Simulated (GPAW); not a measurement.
# How MgB2 absorbs and reflects light

Aim: the dielectric function of MgB2, and the optical constants that follow from it.

Method: DFT, PBE, plane-wave PAW (GPAW data sets), scalar-relativistic, RPA, optical limit, in GPAW 26.7.0.

## (1) The structure

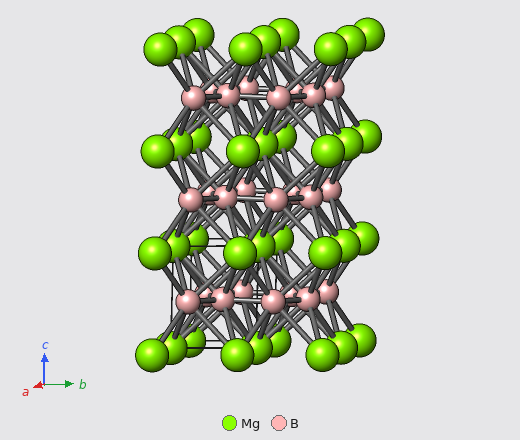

Start, viewed slightly off an axis; magnesium green, boron pink. 2×2×3 cells are drawn. Some periodic images of atoms are drawn too.

Coordinates:

```
Mg B
1.0
     3.08500    0.00000    0.00000
    -1.54250    2.67169    0.00000
     0.00000    0.00000    3.52300
Mg B
1 2
Direct
  0.00000 0.00000 0.00000
  0.66667 0.33333 0.50000
  0.33333 0.66667 0.50000
```

## (2) Ground state

First the ground state: is it a metal or has it a gap?

This step: DFT, PBE, plane-wave PAW (GPAW data sets), scalar-relativistic, ground state (GPAW 26.7.0).

gs.py

```python
from ase import Atoms
from ase.dft.bandgap import bandgap
from gpaw import GPAW, PW, FermiDirac

atoms = Atoms(['Mg', 'B', 'B'],
              cell=[[3.085000000014, 0.000000000000, 0.000000000000],
                    [-1.542500000007, 2.671688370688, 0.000000000000],
                    [0.000000000000, 0.000000000000, 3.523000000000]],
              scaled_positions=[[0.000000000000, 0.000000000000, 0.000000000000],
                                [0.666666666667, 0.333333333333, 0.500000000000],
                                [0.333333333333, 0.666666666667, 0.500000000000]],
              pbc=[True, True, True])
atoms.calc = GPAW(mode=PW(400), xc='PBE', kpts={'size': (9, 9, 6), 'gamma': True},
                  occupations=FermiDirac(0.05), maxiter=150, txt='gs.txt')
print('energy (eV)', atoms.get_potential_energy())
print('Fermi level (eV)', atoms.calc.get_fermi_level())
print('valence electrons', atoms.calc.get_number_of_electrons())
print('gap (eV)', bandgap(atoms.calc, output=None)[0])
print('direct gap (eV)', bandgap(atoms.calc, direct=True, output=None)[0])
atoms.calc.write('gs.gpw')
```

Launch:

```bash
$ OMP_NUM_THREADS=1 python gs.py
```

Numbers of over 12 decimals in the logs are rounded to 6 here.

Output:

```text
__  _  _
 | _ |_)|_||  |
 |__||  | ||/\| - 26.7.0

Versions:
  Python: 3.12.14
  ASE:    3.29.0
  Numpy:  2.5.5
  Scipy:  1.18.1
  Libxc:  7.0.0

Input parameters:
  mode=PW(ecut=400.0),
  kpts=MonkhorstPack(size=(9, 9, 6), gamma=True),
  maxiter=150,
  occupations=Occupations(name='fermi-dirac', width=0.05, fixmagmom=False),
  xc=XC(name='PBE')

Diagonalizing LCAO Hamiltonian
Converting LCAO to pw mode

         B  B

       Mg

Atoms  # Å, Bohr magnetons
|   | symbol |         x |        y |        z |    initial magnetic moments |
| 0 |     Mg |  0.000000 | 0.000000 | 0.000000 | ( 0.0000,  0.0000,  0.0000) |
| 1 |      B |  1.542500 | 0.890563 | 1.761500 | ( 0.0000,  0.0000,  0.0000) |
| 2 |      B | -0.000000 | 1.781126 | 1.761500 | ( 0.0000,  0.0000,  0.0000) |

Unit cell  # Å
| periodic |         x |        y |        z |  lengths |     angles |
|      yes |  3.085000 | 0.000000 | 0.000000 | 3.085000 |  90.000000 |
|      yes | -1.542500 | 2.671688 | 0.000000 | 3.085000 |  90.000000 |
|      yes |  0.000000 | 0.000000 | 3.523000 | 3.523000 | 120.000000 |

Number of symmetries: 24
Symmetry operations  # r_c * U_cc + t_c -> r_c
|    | kind |            matrix            |
|  0 |  σ   |  1, 1, 0,  0,-1, 0,  0, 0, 1 |
|  1 |  C2  |  1, 1, 0,  0,-1, 0,  0, 0,-1 |
|  2 |  C6  |  1, 1, 0, -1, 0, 0,  0, 0, 1 |
|  3 |  S6  |  1, 1, 0, -1, 0, 0,  0, 0,-1 |
|  4 |  E   |  1, 0, 0,  0, 1, 0,  0, 0, 1 |
|  5 |  σ   |  1, 0, 0,  0, 1, 0,  0, 0,-1 |
|  6 |  σ   |  1, 0, 0, -1,-1, 0,  0, 0, 1 |
|  7 |  C2  |  1, 0, 0, -1,-1, 0,  0, 0,-1 |
|  8 |  σ   |  0, 1, 0,  1, 0, 0,  0, 0, 1 |
|  9 |  C2  |  0, 1, 0,  1, 0, 0,  0, 0,-1 |
| 10 |  C3  |  0, 1, 0, -1,-1, 0,  0, 0, 1 |
| 11 |  S3  |  0, 1, 0, -1,-1, 0,  0, 0,-1 |
| 12 |  C6  |  0,-1, 0,  1, 1, 0,  0, 0, 1 |
| 13 |  S6  |  0,-1, 0,  1, 1, 0,  0, 0,-1 |
| 14 |  σ   |  0,-1, 0, -1, 0, 0,  0, 0, 1 |
| 15 |  C2  |  0,-1, 0, -1, 0, 0,  0, 0,-1 |
| 16 |  σ   | -1, 0, 0,  1, 1, 0,  0, 0, 1 |
| 17 |  C2  | -1, 0, 0,  1, 1, 0,  0, 0,-1 |
| 18 |  C2  | -1, 0, 0,  0,-1, 0,  0, 0, 1 |
| 19 |  i   | -1, 0, 0,  0,-1, 0,  0, 0,-1 |
| 20 |  C3  | -1,-1, 0,  1, 0, 0,  0, 0, 1 |
| 21 |  S3  | -1,-1, 0,  1, 0, 0,  0, 0,-1 |
| 22 |  σ   | -1,-1, 0,  0, 1, 0,  0, 0, 1 |
| 23 |  C2  | -1,-1, 0,  0, 1, 0,  0, 0,-1 |

BZ-sampling:
  Number of BZ points: 486
  Number of IBZ points: 48

  Monkhorst-Pack size: [9, 9, 6]
  Monkhorst-Pack shift: [0.0, 0.0, 0.083333]

K-points  # in reciprocal-cell coordinates
|     |                                coordinates |     weight |
|   0 | (  0.00000000,   0.00000000,   0.00000000) | 0.00205761 |
|   1 | (  0.00000000,   0.00000000,   0.16666667) | 0.00411523 |
|   2 | (  0.00000000,   0.00000000,   0.33333333) | 0.00411523 |
|   3 | (  0.00000000,   0.00000000,   0.50000000) | 0.00205761 |
|   4 | (  0.11111111,   0.00000000,   0.00000000) | 0.01234568 |
|   5 | (  0.11111111,   0.00000000,   0.16666667) | 0.02469136 |
|   6 | (  0.11111111,   0.00000000,   0.33333333) | 0.02469136 |
|   7 | (  0.11111111,   0.00000000,   0.50000000) | 0.01234568 |
|   8 | (  0.22222222,  -0.11111111,   0.00000000) | 0.01234568 |
|   9 | (  0.22222222,  -0.11111111,   0.16666667) | 0.02469136 |
| ... |                                            |            |
|  47 | (  0.44444444,   0.44444444,   0.50000000) | 0.01234568 |

Plane wave coefficients: 543
Cutoff: 400.0 eV

Spin-components: 1 (collinear spins)
Bands:           14
Projectors:      15
Spin-degeneracy: 2
Datatype:        complex128

Parallelization:
  kpt:    1
  domain: 1
  band:   1

Density:
  Valence electrons: 16.0
  Components: 1
  Grid points: [15 15 18]
  Charge: 0.0  # |e|

Potential:
  Grid points: [15 15 18]

species:
  Mg:
    name:    Magnesium
    id:
    Z:       12.0
    valence: 10
    core:    2
    charge:  0.0  # [|e|]
    compensation charges:
      type: gauss
      rc: 0.33  # [Å]
      lmax: 2
    cutoffs:
      filter: 1.86  # [Å]
      core: 0.54  # [Å]
    projectors
    | kind |    occ | energy [eV] | rcut [Å] |
    |   2s |  2.000 |     -79.840 |    1.090 |
    |   3s |  2.000 |      -4.705 |    1.090 |
    |   2p |  6.000 |     -46.613 |    1.085 |
    |   3p |  0.000 |      -1.330 |    1.085 |
    |    d |        |       0.000 |    1.037 |

    Using partial waves for Mg as LCAO basis

  B:
    name:    Boron
    id:
    Z:       5.0
    valence: 3
    core:    2
    charge:  0.0  # [|e|]
    compensation charges:
      type: gauss
      rc: 0.20  # [Å]
      lmax: 2
    cutoffs:
      filter: 1.14  # [Å]
      core: 1.38  # [Å]
    projectors
    | kind |    occ | energy [eV] | rcut [Å] |
    |   2s |  2.000 |      -9.443 |    0.635 |
    |   2p |  1.000 |      -3.606 |    0.635 |
    |    s |        |      17.768 |    0.635 |
    |    p |        |      23.605 |    0.635 |
    |    d |        |       0.000 |    0.635 |

    Using partial waves for B as LCAO basis

Reference energy: -6788.624023  # eV

eigensolver:
  PPCG
  Converge bands: occupied
  niter=2

density mixing:
  MSR1-Mixer
  Pratt-step length: 0.05
  Maximum mixing coefficient: 0.75
  Old densities: 10
  SVD Regularization: 0.005
  Good broyden scale: 1.0
  Trust region scale: 1.0
  Backstep threshold: 4.0
  History deletion threshold: 6.0
  Fourier metric: weight=20.0, sigma=0.015

occupation numbers:
  Fermi-Dirac:
    width: 0.0500  # eV

poisson solver:
  ecut: 3200.0  # eV

xc functional:
  name: PBE with 2 nearest neighbor stencil

convergence criteria:
- Maximum [total energy] change in last 3 cyles: 0.0005 eV / valence electron
- Maximum integral of absolute [dens]ity change: 0.0001 electrons / valence electron
- Maximum integral of absolute [eigenst]ate change: 4e-08 eV^2 / valence electron
maximum number of iterations: 150

SCF iterations
|iter     |      energy | eigst |  dens |
|iter:   1||  -16.766326 | -0.23 |       |
|iter:   2||  -16.495207 | -2.15 | -0.95 |
|iter:   3||  -15.324329 | -0.86 | -0.99 |
|iter:   4||  -15.315977 | -3.12 | -1.75 |
|iter:   5||  -15.317362 | -3.72 | -2.07 |
|iter:   6||  -15.317248c| -4.77 | -2.90 |
|iter:   7||  -15.317259c| -5.87 | -3.49 |
|iter:   8||  -15.317256c| -7.59c| -4.25c|

Converged in 8 steps
SCF loop duration: 4.758 s (0.595 s/step)
Energy contributions relative to reference atoms: (reference = -6788.624023)

Energy contributions:
  Kinetic:          10.673411
  Coulomb:          -6.670696
  Zero:             -0.035130
  External:          0.000000
  Xc:              -19.280996
  Entropy:          -0.007691
  Spinorbit:         0.000000
  ----------------------------
  Free energy:     -15.321102
  Extrapolated:    -15.317256

dipole moment: (-2.214207, -3.835119, -5.057148)  # |e|*Ang

Fermi level: 7.128
Eigenvalues  # (at kpt = [0.000, 0.000, 0.000])
| band index |      eig [eV] | occ [0-2] |
|          0 |       -68.043 |     2.000 |
|          1 |       -34.804 |     2.000 |
|          2 |       -34.804 |     2.000 |
|          3 |       -34.794 |     2.000 |
|          4 |        -5.211 |     2.000 |
|          5 |         4.271 |     2.000 |
|          6 |         7.554 |     0.000 |
|          7 |         7.554 |     0.000 |
|          8 |         8.875 |     0.000 |
|          9 |        13.496 |     0.000 |
|         10 |        13.496 |     0.000 |
|         11 |        15.275 |     0.000 |
|         12 |        17.130 |     0.000 |
|         13 |        19.885 |     0.000 |

No gap
No difference between direct/indirect transitions

--- standard output ---
energy (eV) -15.317256
Fermi level (eV) 7.128239
valence electrons 16.0
gap (eV) 0.0
direct gap (eV) 0.0
```

Wall time 6.2 s (1 thread of Arm Neoverse V2, shared host); peak memory 0.13 GiB.

This step gave:

* energy: -15.32 eV
* Fermi energy: 7.128 eV
* electrons: 16

There are states at the Fermi level within the smearing, so the occupations stay smeared and the carriers get a Drude term.

## (3) Bands for the response

The response needs many more empty bands than the density does.

This step: DFT, PBE, plane-wave PAW (GPAW data sets), scalar-relativistic, bands at fixed density (GPAW 26.7.0).

nscf.py

```python
from ase.dft.bandgap import bandgap
from gpaw import GPAW, FermiDirac

calc = GPAW('gs.gpw').fixed_density(kpts={'size': (18, 18, 18), 'gamma': True}, nbands=31, convergence={'bands': 25},
                                    occupations=FermiDirac(0.05), txt='nscf.txt')
print('gap (eV)', bandgap(calc, output=None)[0])
print('direct gap (eV)', bandgap(calc, direct=True, output=None)[0])
print('top band over the Fermi level (eV)', min(calc.get_eigenvalues(kpt=k)[24] for k in range(len(calc.get_ibz_k_points()))) - calc.get_fermi_level())
calc.write('full.gpw', mode='all')
```

Launch:

```bash
$ OMP_NUM_THREADS=1 python nscf.py
```

Output:

```text
Diagonalizing LCAO Hamiltonian
Converting LCAO to pw mode
convergence criteria:
- Maximum integral of absolute [eigenst]ate change: 4e-08 eV^2 / valence electron
maximum number of iterations: 150

SCF iterations
|iter     |      energy | eigst |  dens |
|iter:   1||             | +2.65 |       |
|iter:   2||             | +0.99 |       |
|iter:   3||             | -0.38 |       |
|iter:   4||             | -2.45 |       |
|iter:   5||             | -3.78 |       |
|iter:   6||             | -5.68 |       |
|iter:   7||             | -6.90 |       |
|iter:   8||             | -7.67c|       |
SCF steps: 8
  __  _  _
 | _ |_)|_||  |
 |__||  | ||/\| - 26.7.0

Versions:
  Python: 3.12.14
  ASE:    3.29.0
  Numpy:  2.5.5
  Scipy:  1.18.1
  Libxc:  7.0.0

Input parameters:
  mode=PW(ecut=400.0),
  convergence={'bands': 25},
  gpts=array([15, 15, 18]),
  kpts=MonkhorstPack(size=(18, 18, 18), gamma=True),
  maxiter=150,
  nbands=31,
  occupations=Occupations(name='fermi-dirac', width=0.05, fixmagmom=False),
  parallel={},
  xc=XC(name='PBE')

--- standard output ---
gap (eV) 0.0
direct gap (eV) 0.0
top band over the Fermi level (eV) 23.865624
```

The job ended after 76 s (1 thread; peak memory 0.28 GiB).

(Part 1 of 2 ends here.)

[Machine, clock and banner lines and Python warnings are left out of the logs.]

[Logs are printed without paths, hosts, clocks, repeated set-up lines and the standing remarks that a program may print on its own settings, such as how far it seeks lower states.]

[Hosts, paths, dates, database ids (printed as entryN), source tags and the programs' standing remarks are cut or masked in the printed files.]
